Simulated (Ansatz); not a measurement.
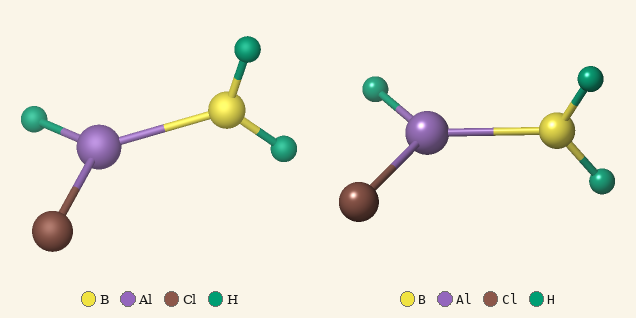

The same structure drawn twice, from different directions.

Computed geometry: PBE0-D4/def2-TZVP optimisation. No frequency run is at hand to confirm it as a minimum.

Description:

It has 6 atoms: 1 aluminium, 1 boron, 1 chlorine and 3 hydrogen (AlBClH3). Its SMILES string is `[BH2][AlH][Cl]`. Among its groups: B–H bond. The point group is Cs. Coordination: 1 B trigonal planar; 1 Al trigonal planar.

More results for the same structure follow; atom numbers are the same in all pictures, views and colours differ.

## Shape

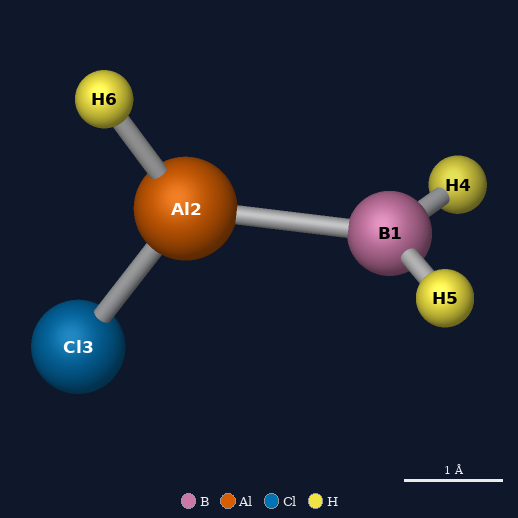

The atoms are numbered. No frequency run is at hand to confirm it as a minimum.

Estimate the angles Al2–B1–H4, H4–B1–H5, B1–Al2–Cl3, B1–Al2–H6, Cl3–Al2–H6.

```tsv
angle	degrees
Al2–B1–H4	122.4
H4–B1–H5	115.2
B1–Al2–Cl3	115.8
B1–Al2–H6	127.9
Cl3–Al2–H6	116.3
```

## Electronic properties

No frequency run is at hand to confirm it as a minimum. Method: RKS PBE0-D4/def2-TZVPP (Ansatz 0.2.0).

Predict the main results.

- HOMO energy (Kohn–Sham orbital): −7.75 eV
- LUMO energy (Kohn–Sham orbital): −2.66 eV
- HOMO–LUMO gap: 5.09 eV

## Dipole moment

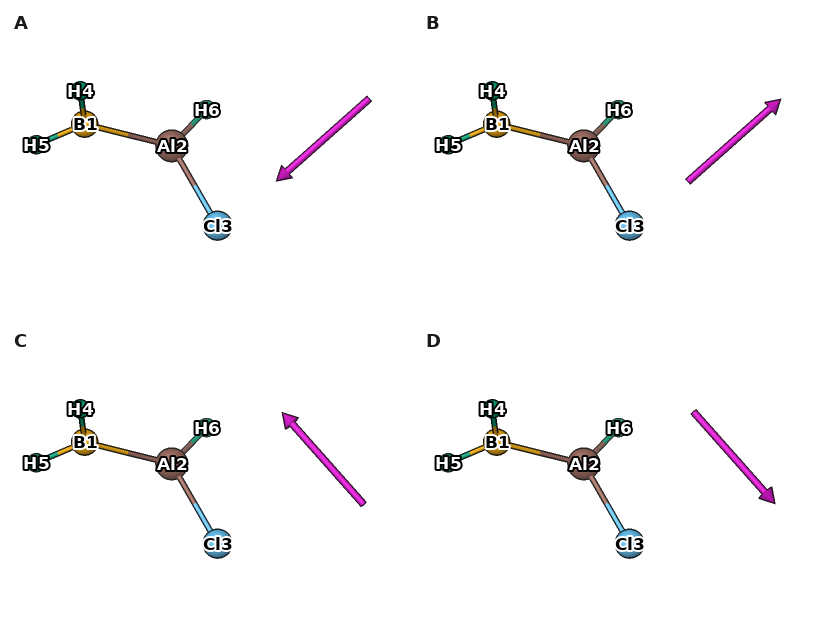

The same molecule four times, each with an arrow. No frequency run is at hand to confirm it as a minimum. Method: RKS PBE0-D4/def2-TZVP (Ansatz 0.2.0).

Which arrow points along the dipole moment, from the negative to the positive end?

C. The dipole moment is 1.66 D; it points from the side of Cl3 to the side of H4, H5 (the outermost atoms at the two ends).

## Charges

The questions are on Mulliken charges. No frequency run is at hand to confirm it as a minimum. Method: RKS PBE0-D4/def2-TZVP (Ansatz 0.2.0).

List the Mulliken charges.

```csv
atom,value (e)
B1,−0.14
Al2,0.42
Cl3,−0.28
H4,0.04
H5,0.04
H6,−0.09
```

Mulliken values depend strongly on the basis set and can even reverse the polarity of a bond.
